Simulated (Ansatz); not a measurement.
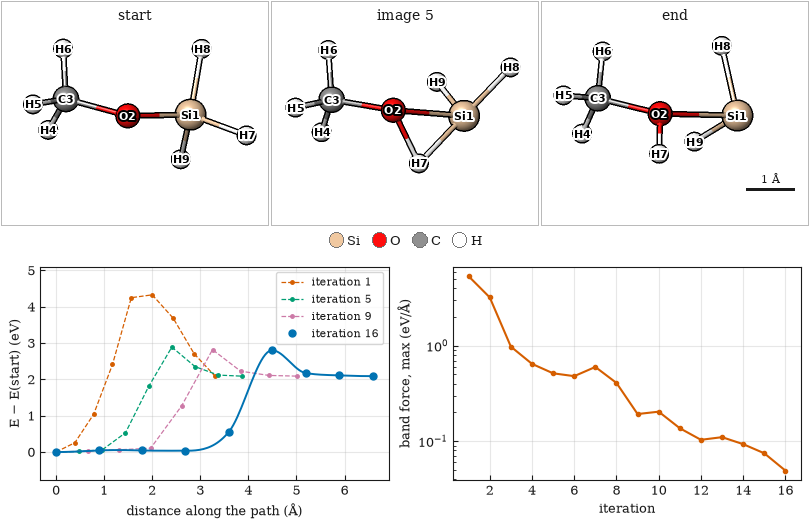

NEB run on CH6OSi. Images are numbered from 0 (start) to 8 (end). The plot follows the band through its iterations. A ball-and-stick model, seen from a free direction.

Method: Ansatz, RKS PBE-D4/def2-SVP. Settings: 7 movable images; climbing image; force threshold 0.05 eV/Å; iteration limit 60; starting path through a guess of the saddle point.

How did the profile develop, and is the result final?

The result is final at these settings. The band converged in 16 iterations. The largest component of the band force went from 5.4 to 0.049 eV/Å. The climbing image converged on the top of the path. Its vibrational analysis gives one imaginary mode (1259i cm⁻¹), as a transition state must have. The first iteration put the highest image at 4.33 eV. The energy climbs by 2.80 eV to image 5 and then falls by 0.71 eV, so the end point sits at +2.09 eV.
